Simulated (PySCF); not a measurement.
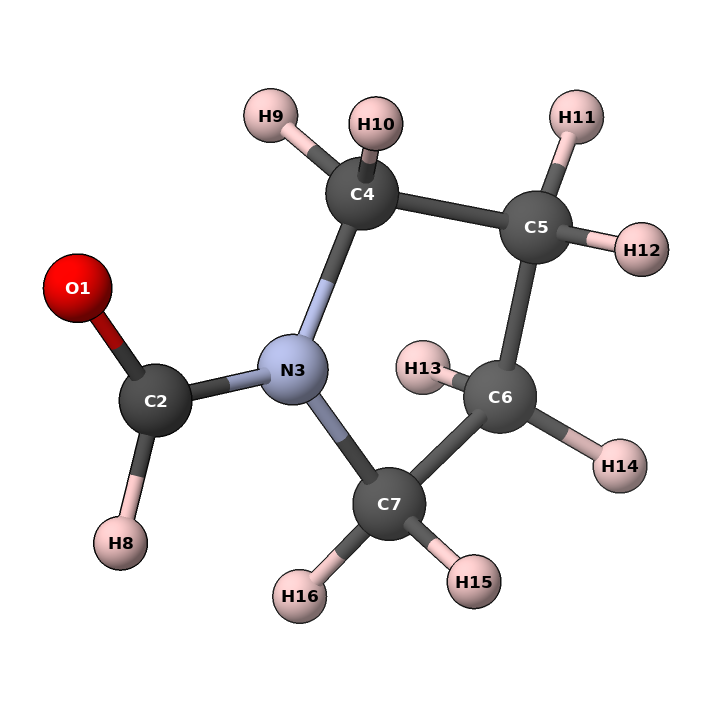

The computed structure is the end point of a PBE0-D3(BJ)/def2-SVP optimisation. No frequency run is at hand to confirm it as a minimum. Electric field gradients from the ground-state density, B3LYP/6-31G* (PySCF 2.14.0), non-relativistic apart from any core potentials.

Give the largest field-gradient component, the quadrupole coupling constant and the asymmetry for 17O at O1 (Q = −25.6 mb), 14N at N3 (Q = 20.44 mb), 2H at H8 (Q = 2.86 mb), 2H at H9 (Q = 2.86 mb), 2H at H10 (Q = 2.86 mb), 2H at H11 (Q = 2.86 mb).

```csv
atom,V_zz (a.u.),e²qQ/h (MHz),η
O1,−1.533,9.22,0.05
N3,−0.931,−4.47,0.14
H8,0.242,0.162,0.06
H9,0.265,0.178,0.04
H10,0.271,0.182,0.04
H11,0.279,0.188,0.00
```
